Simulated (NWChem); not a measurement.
# SiNH4SeF (SMILES N[SiH](F)[SeH]) at 4 levels

We compute a comparison of 4 runs (HF/pcseg-1, HF/def2-SVP, B3LYP/6-31G, PBE0/def2-SVP) of SiNH4SeF. 

The results are computed with NWChem 7.3.0.

**1. The molecule**

SiNH4SeF has 8 atoms, charge 0, and is taken as a singlet. As SMILES, `N[SiH](F)[SeH]`. Geometry: relaxed at PBE0-D4/def2-TZVP. This is one conformer, not always the lowest.

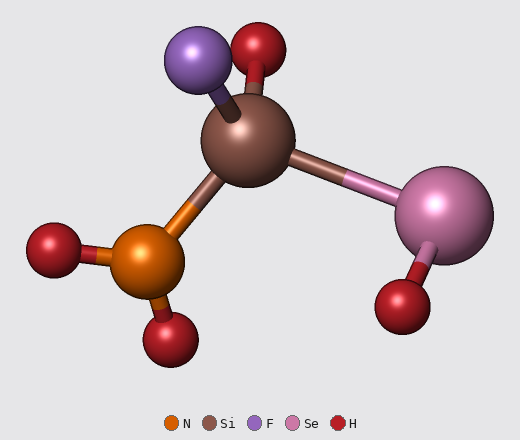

Viewed from a chosen angle; nitrogen orange, silicon brown, fluorine purple, selenium pink, hydrogen red.

**2. Energy and gradient at HF/pcseg-1 (run 1)**

File run.py:

```python
from ase import Atoms
from ase.calculators.nwchem import NWChem

atoms = Atoms(['N', 'Si', 'F', 'Se', 'H', 'H', 'H', 'H'], positions=[
    [-0.341900, 1.117600, -0.255700],
    [0.643300, -0.193300, 0.171700],
    [0.884000, -0.059400, 1.744300],
    [-0.373900, -2.119000, -0.437200],
    [-0.871400, 1.120300, -1.110000],
    [-0.189000, 2.040800, 0.115900],
    [1.998900, -0.274000, -0.419100],
    [-1.657800, -1.690100, 0.134300],
])

calc = NWChem(
    label='a',
    theory='scf',
    memory='2200 mb',
    basis='pcseg-1',
    basispar='spherical bse',
    scf={'nopen': '0', 'rhf': None, 'thresh': '1e-08', 'maxiter': '80'},
)
atoms.calc = calc

forces = atoms.get_forces()
print(f"energy = {atoms.get_potential_energy():.6f} eV")
print("forces (eV/A):")
for s, f in zip(atoms.symbols, forces):
    print(f"{s:2s} {f[0]:10.5f} {f[1]:10.5f} {f[2]:10.5f}")
print("dipole (e A):", atoms.get_dipole_moment().round(4))
```

Launch:

```console
export ASE_NWCHEM_COMMAND="nwchem PREFIX.nwi > PREFIX.nwo"
python run.py
```

What it wrote:

```text
energy = -77409.271611 eV
forces (eV/A):
N    -0.12398    0.31923   -0.17509
Si    0.51576   -0.00113   -0.62627
F     0.03744    0.04643    0.53530
Se   -0.39724   -0.01244    0.13617
H     0.15596    0.07780    0.28277
H    -0.09349   -0.28971   -0.13699
H    -0.26709    0.05780    0.11632
H     0.17268   -0.19797   -0.13221
dipole (e A): [-0.1806  0.4191 -0.3511]
```

The calculator wrote a.nwi:

```
title "a"

permanent_dir a

scratch_dir a

start a

geometry units angstrom nocenter noautosym noautoz
  N  -3.4189999999999998e-01 1.1175999999999999e+00 -2.5569999999999998e-01
  Si 6.4329999999999998e-01 -1.9330000000000000e-01 1.7169999999999999e-01
  F  8.8400000000000001e-01 -5.9400000000000001e-02 1.7443000000000000e+00
  Se -3.7390000000000001e-01 -2.1190000000000002e+00 -4.3719999999999998e-01
  H  -8.7139999999999995e-01 1.1203000000000001e+00 -1.1100000000000001e+00
  H  -1.8900000000000000e-01 2.0407999999999999e+00 1.1590000000000000e-01
  H  1.9988999999999999e+00 -2.7400000000000002e-01 -4.1909999999999997e-01
  H  -1.6577999999999999e+00 -1.6900999999999999e+00 1.3430000000000000e-01
end

memory 2200 mb

basis spherical bse noprint
   * library pcseg-1
end

scf
  nopen 0
  rhf
  thresh 1e-08
  maxiter 80
end

task scf gradient
```

a.nwo:

```text
Northwest Computational Chemistry Package (NWChem) 7.3.0
             --------------------------------------------------------

           Job information
           ---------------

    nwchem branch   = 7.3.0
    use scalapack   = T
    input           = a.nwi
    prefix          = a.
    data base       = a/a.db
    status          = startup
    nproc           =        1

           Memory information
           ------------------

    heap     =     72089598 doubles =      550.0 Mbytes
    stack    =     72089595 doubles =      550.0 Mbytes
    global   =    144179200 doubles =     1100.0 Mbytes (distinct from heap & stack)
    total    =    288358393 doubles =     2200.0 Mbytes
    verify   = yes
    hardfail = no

[... 138 lines left out ...]
 Convergence threshold     :          1.000E-08
[... 13 lines left out ...]
       Final RHF  results
[... 3 lines left out ...]
      One-electron energy =  -4647.302142143150
[... 1 line left out ...]
 Nuclear repulsion energy =    344.217976496258
[... 52 lines left out ...]
                       ROHF Final Molecular Orbital Analysis
[... 236 lines left out ...]
                         RHF ENERGY GRADIENTS

    atom               coordinates                        gradient
                 x          y          z           x          y          z
   1 N      -0.646097   2.111958  -0.483203    0.002411  -0.006208   0.003405
   2 Si      1.215661  -0.365284   0.324466   -0.010030   0.000022   0.012179
   3 F       1.670518  -0.112250   3.296249   -0.000728  -0.000903  -0.010410
[... 4 lines of this table left out ...]
   8 H      -3.132788  -3.193826   0.253790   -0.003358   0.003850   0.002571

                 ----------------------------------------
                 |  Time  |  1-e(secs)   |  2-e(secs)   |
                 ----------------------------------------
                 |  CPU   |       0.01   |      14.91   |
                 ----------------------------------------
                 |  WALL  |       0.01   |      14.91   |
                 ----------------------------------------

 Task  times  cpu:       65.5s     wall:       65.5s
 Total times  cpu:       65.5s     wall:       65.5s
```

Wall time 67 s (1 thread of Intel Xeon Platinum 8259CL at 2.50GHz (Skylake/Cascade Lake), shared host); peak memory 0.1 GiB.

**3. Energy and gradient at HF/def2-SVP (run 2)**

File input.nw:

```
start input
title "FH4NSeSi"
memory stack 880 mb heap 220 mb global 1100 mb
charge 0

geometry noautosym nocenter noautoz
   N    -0.341900    1.117600   -0.255700
   Si    0.643300   -0.193300    0.171700
   F     0.884000   -0.059400    1.744300
   Se   -0.373900   -2.119000   -0.437200
   H    -0.871400    1.120300   -1.110000
   H    -0.189000    2.040800    0.115900
   H     1.998900   -0.274000   -0.419100
   H    -1.657800   -1.690100    0.134300
end

basis spherical bse
   * library def2-SVP
end

scf
   thresh 1e-08
   maxiter 80
   print medium
end

task scf gradient
```

Launch:

```console
nwchem input.nw > input.out
```

What it wrote:

```text
[...]
  functions       =    98
[...]
  wavefunction    = RHF
[...]
         Total SCF energy =  -2844.603865708960
      One-electron energy =  -4647.485261211423
      Two-electron energy =   1458.663419006205
 Nuclear repulsion energy =    344.217976496258
        Time for solution =     28.1s
[...]
                         RHF ENERGY GRADIENTS
    atom               coordinates                        gradient
                 x          y          z           x          y          z
   1 N      -0.646097   2.111958  -0.483203    0.002880  -0.006271   0.003754
   2 Si      1.215661  -0.365284   0.324466   -0.008475   0.000592   0.009654
   3 F       1.670518  -0.112250   3.296249   -0.000739   0.000022  -0.009162
   4 Se     -0.706569  -4.004329  -0.826188    0.007660  -0.000545  -0.003371
   5 H      -1.646707   2.117060  -2.097596   -0.002078  -0.001347  -0.004305
   6 H      -0.357158   3.856553   0.219019    0.001522   0.004394   0.002000
   7 H       3.777373  -0.517785  -0.791984    0.003403  -0.000628  -0.001483
   8 H      -3.132788  -3.193826   0.253790   -0.004172   0.003782   0.002913
[...]
```

It took 40 s on 1 thread of Intel Xeon Platinum 8259CL at 2.50GHz (Skylake/Cascade Lake), shared host; peak memory 0.099 GiB.

Run 3 isn't shown in full; the table further down has it.

**4. Energy and gradient at PBE0/def2-SVP (run 4)**

File struct.xyz:

```xyz
8
FH4NSeSi
N     -0.341900     1.117600    -0.255700
Si     0.643300    -0.193300     0.171700
F      0.884000    -0.059400     1.744300
Se    -0.373900    -2.119000    -0.437200
H     -0.871400     1.120300    -1.110000
H     -0.189000     2.040800     0.115900
H      1.998900    -0.274000    -0.419100
H     -1.657800    -1.690100     0.134300
```

File run.py:

```python
from ase.io import read
from ase.calculators.nwchem import NWChem

molecule = read('struct.xyz')

calc = NWChem(
    label='struct',
    theory='dft',
    memory='2200 mb',
    basis='def2-SVP',
    basispar='spherical bse',
    dft={'xc': 'pbe0', 'mult': '1', 'grid': 'fine', 'convergence': 'energy 1e-08', 'iterations': '100', 'mulliken': None},
)
molecule.calc = calc

forces = molecule.get_forces()
print("Total energy (eV):", round(molecule.get_potential_energy(), 6))
print("forces (eV/A):")
for s, f in zip(molecule.symbols, forces):
    print(f"{s:2s} {f[0]:10.5f} {f[1]:10.5f} {f[2]:10.5f}")
print("dipole (e A):", molecule.get_dipole_moment().round(4))
```

Launch:

```console
export ASE_NWCHEM_COMMAND="nwchem PREFIX.nwi > PREFIX.nwo"
python run.py
```

What it wrote:

```text
Total energy (eV): -77473.29823
forces (eV/A):
N    -0.14316   -0.01332    0.03384
Si    0.05991   -0.25752   -0.81046
F     0.14552    0.07251    1.01425
Se    0.00350   -0.07693   -0.04623
H    -0.18615    0.02098   -0.27007
H     0.04186    0.29326    0.11704
H     0.12809   -0.05060   -0.05677
H    -0.04952    0.01167    0.01836
dipole (e A): [-0.21    0.4202 -0.2853]
```

The calculator wrote struct.nwi:

```
title "struct"

permanent_dir struct

scratch_dir struct

start struct

geometry units angstrom nocenter noautosym noautoz
  N  -3.4189999999999998e-01 1.1175999999999999e+00 -2.5569999999999998e-01
  Si 6.4329999999999998e-01 -1.9330000000000000e-01 1.7169999999999999e-01
  F  8.8400000000000001e-01 -5.9400000000000001e-02 1.7443000000000000e+00
  Se -3.7390000000000001e-01 -2.1190000000000002e+00 -4.3719999999999998e-01
  H  -8.7139999999999995e-01 1.1203000000000001e+00 -1.1100000000000001e+00
  H  -1.8900000000000000e-01 2.0407999999999999e+00 1.1590000000000000e-01
  H  1.9988999999999999e+00 -2.7400000000000002e-01 -4.1909999999999997e-01
  H  -1.6577999999999999e+00 -1.6900999999999999e+00 1.3430000000000000e-01
end

memory 2200 mb

basis spherical bse noprint
   * library def2-SVP
end

dft
  xc pbe0
  mult 1
  grid fine
  convergence energy 1e-08
  iterations 100
  mulliken
end

task dft gradient
```

struct.nwo:

```text
Northwest Computational Chemistry Package (NWChem) 7.3.0
             --------------------------------------------------------

           Job information
           ---------------

    nwchem branch   = 7.3.0
    use scalapack   = T
    input           = struct.nwi
    prefix          = struct.
    data base       = struct/struct.db
    status          = startup
    nproc           =        1

           Memory information
           ------------------

    heap     =     72089598 doubles =      550.0 Mbytes
    stack    =     72089595 doubles =      550.0 Mbytes
    global   =    144179200 doubles =     1100.0 Mbytes (distinct from heap & stack)
    total    =    288358393 doubles =     2200.0 Mbytes
    verify   = yes
    hardfail = no

[... 109 lines left out ...]
  convergence criterion.
[... 41 lines left out ...]
          Spatial weights used:  Erf1
[... 74 lines left out ...]
         Total DFT energy =    -2847.091219857650
[... 3 lines left out ...]
 Nuclear repulsion energy =      344.217976496258
[... 762 lines left out ...]
          Convergence on gradient requested:  5.00D-04
[... 28 lines left out ...]
          total energy or number of iterations.
[... 26 lines left out ...]
                         DFT ENERGY GRADIENTS

    atom               coordinates                        gradient
                 x          y          z           x          y          z
   1 N      -0.646097   2.111958  -0.483203    0.002784   0.000259  -0.000658
   2 Si      1.215661  -0.365284   0.324466   -0.001165   0.005008   0.015761
   3 F       1.670518  -0.112250   3.296249   -0.002830  -0.001410  -0.019724
[... 4 lines of this table left out ...]
   8 H      -3.132788  -3.193826   0.253790    0.000963  -0.000227  -0.000357

                 ----------------------------------------
                 |  Time  |  1-e(secs)   |  2-e(secs)   |
                 ----------------------------------------
                 |  CPU   |       0.01   |       9.52   |
                 ----------------------------------------
                 |  WALL  |       0.01   |       9.52   |
                 ----------------------------------------

 Task  times  cpu:       38.8s     wall:       38.8s
 Total times  cpu:       38.8s     wall:       38.8s
```

It took 40 s on 1 thread of Intel Xeon Platinum 8259CL at 2.50GHz (Skylake/Cascade Lake), shared host; peak memory 0.12 GiB.

**5. Overview of the runs**

| run | level | iteration cap | module | energy (Eh) | dipole moment (D) | HOMO energy (eV) | LUMO energy (eV) | wall time |
| --- | --- | --- | --- | --- | --- | --- | --- | --- |
| 1 | HF/pcseg-1 | 80 | scf | -2844.738285 | 2.77 | -9.99 | 3.45 | 67 s |
| 2 | HF/def2-SVP | 80 | scf | -2844.603866 | 2.76 | -9.88 | 3.89 | 40 s |
| 3 | B3LYP/6-31G | 100 | dft | -2847.715587 | – | – | – | 48 s |
| 4 | PBE0/def2-SVP | 100 | dft | -2847.091220 | 2.64 | -7.20 | 0.44 | 40 s |

**6. Results**

| quantity | value |
| --- | --- |
| run 4: total energy | -2847.09122 Eh |
| run 4: dipole moment | 2.64 D |
| run 4: HOMO energy | -7.20 eV |
| run 4: LUMO energy | 0.44 eV |
| run 4: HOMO–LUMO gap | 7.63 eV |
| run 4: largest force on an atom | 1.027 eV/Å |

In words: Over runs 1, 2, 4 the dipole moment (its size) runs from 2.64 D (PBE0/def2-SVP) to 2.77 D (HF/pcseg-1). The two ends differ in method and basis. Over runs 1, 2, 4 the HOMO–LUMO gap runs from 7.63 eV (PBE0/def2-SVP) to 13.76 eV (HF/def2-SVP). Exact exchange widens orbital gaps. Totals of different functionals can't be ranked against each other. All runs together took 3.3 min, the longest 67 s.
